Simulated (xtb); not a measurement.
Frequency calculation, with input and output: C2H3F3 (part 2 of 2)

C2H3F3; GFN2-xTB (xtb 6.7.1 later snapshot). The geometry was optimised with GFN2-xTB.

Geometry of the input (Å):
```
F  -0.9690  1.4771  0.0698
C  0.0939  0.6871  0.3874
C  -0.0098  -0.6794  -0.2914
F  -1.1329  -1.3284  0.0795
F  -0.0488  -0.5592  -1.6346
H  0.0977  0.5559  1.4741
H  1.0006  1.1967  0.0461
H  0.8530  -1.3150  -0.0310
```

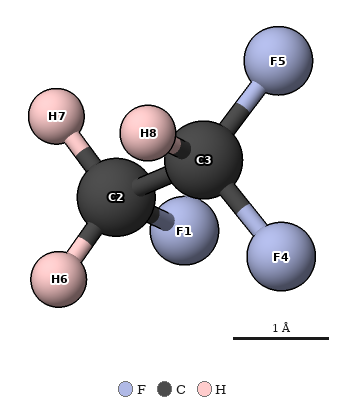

Figure 1. The structure (ball-and-stick view, seen at a tilt; atoms are numbered from 1 in the order of the input).

### The program's output, continued
```
 ---------------------------------------------------------------------------
     #   Z sym  total        # sym  WBO       # sym  WBO       # sym  WBO
 ---------------------------------------------------------------------------
     1   9      1.031 --     2      0.966
     2   6      3.915 --     3      0.973     1      0.966     6      0.964
                             7      0.964
     3   6      3.868 --     2      0.973     4      0.961     5      0.961
                             8      0.947
     4   9      1.058 --     3      0.961
     5   9      1.058 --     3      0.961
     6   1      0.993 --     2      0.964
     7   1      0.993 --     2      0.964
     8   1      0.995 --     3      0.947
 ---------------------------------------------------------------------------

Topologies differ in total number of bonds
Writing topology from bond orders to xtbtopo.mol

molecular dipole:
                 x           y           z       tot (Debye)
 q only:        1.141      -0.024       0.711
   full:        1.377      -0.081       0.834       4.096
molecular quadrupole (traceless):
                xx          xy          yy          xz          yz          zz
 q only:        0.215       0.145      -0.426       0.186      -0.157       0.211
  q+dip:       -0.047       0.180      -0.104       0.136       0.068       0.151
   full:        0.097       0.138      -0.265       0.182      -0.050       0.168

           -------------------------------------------------
          |               Frequency Printout                |
           -------------------------------------------------
 projected vibrational frequencies (cm⁻¹)
eigval :       -0.00    -0.00     0.00     0.00     0.00     0.00
eigval :       82.40   218.22   331.34   466.61   700.24   869.66
eigval :      908.44  1064.11  1081.23  1129.04  1207.19  1267.50
eigval :     1273.77  1303.45  1404.71  2881.50  2963.05  2966.59
 reduced masses (amu)
    1:     11.27    2:     12.41    3:     11.58    4:      8.52    5:      7.20    6:      6.68
    7:      4.74    8:     14.60    9:      2.91   10:     11.40   11:      7.32   12:      3.74
   13:      2.08   14:      5.29   15:      3.42   16:      3.93   17:      1.10   18:      1.51
   19:      1.17   20:      1.31   21:      1.08   22:      1.07   23:      1.05   24:      1.10
 IR intensities (km·mol⁻¹)
    1:      1.50    2:      0.55    3:      0.47    4:      1.27    5:      1.83    6:      3.01
    7:      1.78    8:      2.68    9:      0.03   10:     17.98   11:     56.04   12:     44.58
   13:     73.97   14:     25.60   15:    122.56   16:    172.36   17:     40.21   18:     42.33
   19:     29.12   20:      6.59   21:      5.40   22:     51.30   23:     23.04   24:      8.06
 Raman intensities (Ä⁴*amu⁻¹)
    1:      0.00    2:      0.00    3:      0.00    4:      0.00    5:      0.00    6:      0.00
    7:      0.02    8:      0.08    9:      0.13   10:      0.94   11:      1.23   12:      6.45
   13:      1.46   14:      3.42   15:      1.57   16:      3.11   17:      8.72   18:      3.85
   19:      2.73   20:      1.03   21:      5.21   22:     72.27   23:     94.77   24:     44.88
 output can be read by thermo (or use thermo option).
 writing <g98.out> molden fake output.
 recommended (thermochemical) frequency scaling factor: 1.0
           -------------------------------------------------
          |             Thermodynamic Functions             |
           -------------------------------------------------

cs  symmetry found (for desy threshold:  0.10E+00) used in thermo

          ...................................................
          :                      SETUP                      :
          :.................................................:
          :  # frequencies                          18      :
          :  # imaginary freq.                       0      :
          :  linear?                             false      :
          :  only rotor calc.                    false      :
          :  symmetry                               cs      :
          :  rotational number                       1      :
          :  scaling factor                  1.0000000      :
          :  rotor cutoff                   50.0000000 cm⁻¹ :
          :  imag. cutoff                  -20.0000000 cm⁻¹ :
          :.................................................:

    mode    ω/cm⁻¹     T·S(HO)/kcal·mol⁻¹    T·S(FR)/kcal·mol⁻¹   T·S(vib)
   ------------------------------------------------------------------------
       1     82.40    -1.14274 ( 88.06%)    -0.90801 ( 11.94%)    -1.11472
       2    218.22    -0.58849 ( 99.73%)    -0.61984 (  0.27%)    -0.58858
   ------------------------------------------------------------------------

   temp. (K)  partition function   enthalpy   heat capacity  entropy
                                   cal/mol     cal/K/mol   cal/K/mol   J/K/mol
 298.15  VIB   7.16                 1441.408     10.096      8.653
         ROT  0.850E+05              888.727      2.981     25.536
         INT  0.609E+06             2330.135     13.077     34.189
         TR   0.236E+26             1481.212      4.968     39.200
         TOT                        3811.3479    18.0447    73.3888   307.0587

       T/K    H(0)-H(T)+PV         H(T)/Eh          T*S/Eh         G(T)/Eh
   ------------------------------------------------------------------------
    298.15    0.607377E-02    0.564647E-01    0.348694E-01    0.215953E-01
   ------------------------------------------------------------------------

         :::::::::::::::::::::::::::::::::::::::::::::::::::::
         ::                  THERMODYNAMIC                  ::
         :::::::::::::::::::::::::::::::::::::::::::::::::::::
         :: total free energy         -19.976053976175 Eh   ::
         ::.................................................::
         :: total energy              -19.997649293698 Eh   ::
         :: zero point energy           0.050390933671 Eh   ::
         :: G(RRHO) w/o ZPVE           -0.028795616148 Eh   ::
         :: G(RRHO) contrib.            0.021595317523 Eh   ::
         :::::::::::::::::::::::::::::::::::::::::::::::::::::

           -------------------------------------------------
          | TOTAL ENERGY              -19.997649293698 Eh   |
          | TOTAL ENTHALPY            -19.941184590584 Eh   |
          | TOTAL FREE ENERGY         -19.976053976175 Eh   |
          | GRADIENT NORM               0.000048575610 Eh/α |
          | HOMO-LUMO GAP              12.808894212891 eV   |
           -------------------------------------------------

------------------------------------------------------------------------
------------------------------------------------------------------------
 total:
 *  cpu-time:     0 d,  0 h,  0 min,  1.082 sec
 * ratio c/w:     1.000 speedup
 SCF:
 *  cpu-time:     0 d,  0 h,  0 min,  0.002 sec
 * ratio c/w:     0.999 speedup
 analytical hessian:
 *  cpu-time:     0 d,  0 h,  0 min,  1.073 sec
 * ratio c/w:     1.000 speedup
```

### File vibspectrum
```
$vibrational spectrum
#  mode     symmetry     wave number   IR intensity   Raman activity   Raman scatt. cross-section   selection rules
#                           (cm⁻¹)      (km*mol⁻¹)      (Å⁴*amu⁻¹)             (Å²*sr⁻¹)              IR     RAMAN
     1                      -0.00         0.00000         0.00000             0.00000E+00              -       -
     2                      -0.00         0.00000         0.00000             0.00000E+00              -       -
     3                       0.00         0.00000         0.00000             0.00000E+00              -       -
     4                       0.00         0.00000         0.00000             0.00000E+00              -       -
     5                       0.00         0.00000         0.00000             0.00000E+00              -       -
     6                       0.00         0.00000         0.00000             0.00000E+00              -       -
     7        a             82.40         1.78418         0.01909             0.57814E-15             YES     YES
     8        a            218.22         2.68006         0.08212             0.46018E-15             YES     YES
     9        a            331.34         0.02558         0.13424             0.39486E-15             YES     YES
    10        a            466.61        17.98417         0.94393             0.17088E-14             YES     YES
    11        a            700.24        56.04473         1.22593             0.13037E-14             YES     YES
    12        a            869.66        44.57535         6.45076             0.52235E-14             YES     YES
    13        a            908.44        73.97250         1.45906             0.11187E-14             YES     YES
    14        a           1064.11        25.60120         3.42298             0.21518E-14             YES     YES
    15        a           1081.23       122.55518         1.57447             0.97002E-15             YES     YES
    16        a           1129.04       172.35548         3.10857             0.18130E-14             YES     YES
    17        a           1207.19        40.20746         8.72285             0.46710E-14             YES     YES
    18        a           1267.50        42.32855         3.85355             0.19380E-14             YES     YES
    19        a           1273.77        29.12456         2.72821             0.13633E-14             YES     YES
    20        a           1303.45         6.58596         1.02892             0.49904E-15             YES     YES
    21        a           1404.71         5.40028         5.21433             0.22931E-14             YES     YES
    22        a           2881.50        51.29666        72.27012             0.10995E-13             YES     YES
    23        a           2963.05        23.04395        94.77439             0.13748E-13             YES     YES
    24        a           2966.59         8.06309        44.87877             0.64967E-14             YES     YES
$end
```

### Standard error
```
normal termination of xtb
```

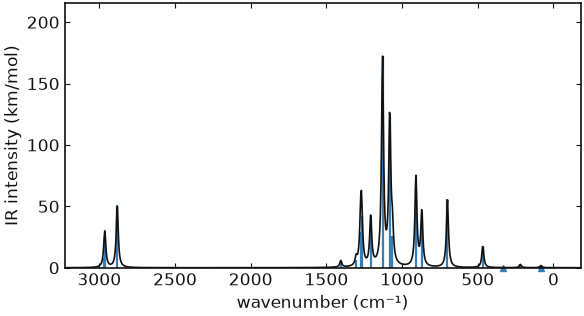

Figure 2. Harmonic infrared spectrum, unscaled: sticks (degenerate modes added up, dark ones marked on the axis) with a Lorentzian envelope of 16 cm⁻¹ full width, scaled to the tallest stick. 18 modes from 82 to 2967 cm⁻¹, none imaginary. The strongest line is at 1129 cm⁻¹ (172 km/mol).

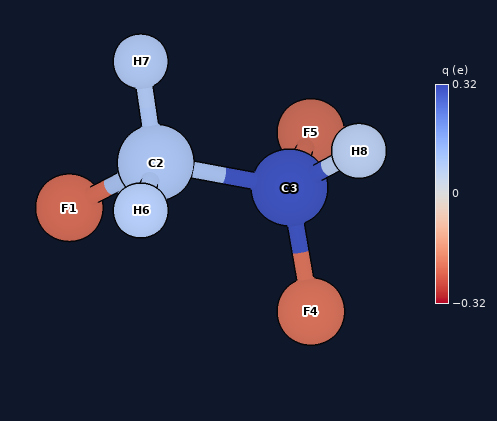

Figure 3. Mulliken charges, as the colour of each atom (ball-and-stick view, seen at a tilt; atoms are numbered from 1 in the order of the input). By element: F −0.21, C +0.09 to +0.30 and H +0.07 to +0.08 e.
